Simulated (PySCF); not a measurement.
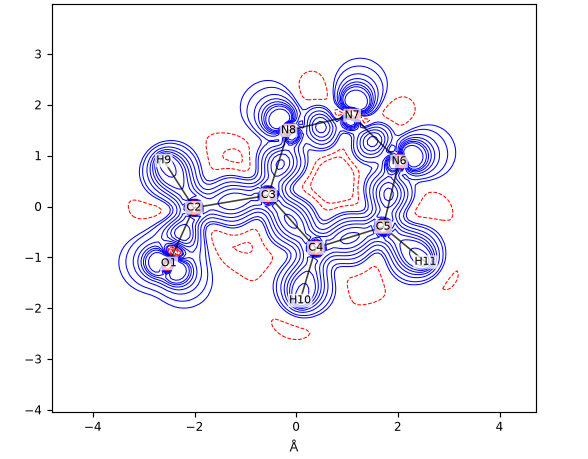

Figure. C4H3N3O, SMILES `O=Cc1ccnnn1`. Deformation density (molecule less spherical, spin-averaged free atoms) in the molecular plane; contours at ±0.05 to ±0.8 e/Å³; solid blue lines: gain, dashed red lines: loss.

Method: ωB97X/aug-cc-pVDZ; geometry: GFN2-xTB; program: PySCF. No frequency check shows the geometry to be a minimum.

Question: Describe the bonding that the map shows.

Answer: The five largest and four smallest: C5–H11: +0.81 e/Å³ at the bond critical point (bond length 1.08 Å). C2–H9: +0.80 e/Å³ at the bond critical point (bond length 1.10 Å). C4–H10: +0.78 e/Å³ at the bond critical point (bond length 1.08 Å). C4–C5: +0.64 e/Å³ at the bond critical point (bond length 1.39 Å). C3–C4: +0.63 e/Å³ at the bond critical point (bond length 1.40 Å). C5–N6: +0.57 e/Å³ at the bond critical point (bond length 1.33 Å). C3–N8: +0.57 e/Å³ at the bond critical point (bond length 1.33 Å). N7–N8: +0.55 e/Å³ at the bond critical point (bond length 1.28 Å). N6–N7: +0.55 e/Å³ at the bond critical point (bond length 1.29 Å). In all, 3.1 electrons gather in the regions of gain relative to the promolecule.
